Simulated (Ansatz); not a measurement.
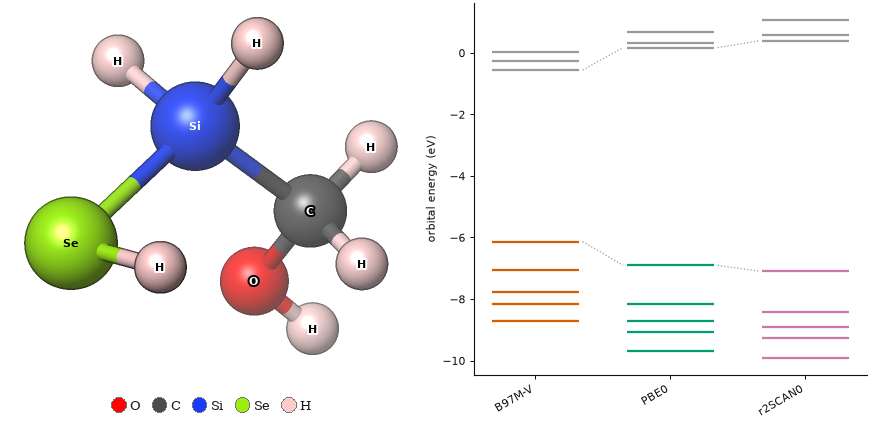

Frontier orbital energies of CH₆OSeSi, SMILES OC[SiH2][SeH] at one geometry, def2-TZVPP, the Ansatz code 0.2.0, at a PBE0-D4/def2-TZVP geometry (a minimum by its frequencies). Empty levels are grey, levels within 0.1 eV stand side by side; all columns show the same few orbitals around the gap. Dotted lines join the HOMOs and the LUMOs.

Q: How do the frontier levels move from column to column?

A: The separation grows from 5.57 eV (B97M-V) to 7.47 eV (r2SCAN0).

| level | HOMO (eV) | LUMO (eV) | separation (eV) |
| --- | --- | --- | --- |
| B97M-V | −6.13 | −0.56 | 5.57 |
| PBE0 | −6.91 | 0.17 | 7.08 |
| r2SCAN0 | −7.09 | 0.39 | 7.47 |

Limits of at least one run: empty levels above zero depend strongly on the basis; no scalar relativity up to krypton; one conformer of a flexible molecule; spin-orbit coupling is left out, and with Se it can shift these levels and split any degenerate set.
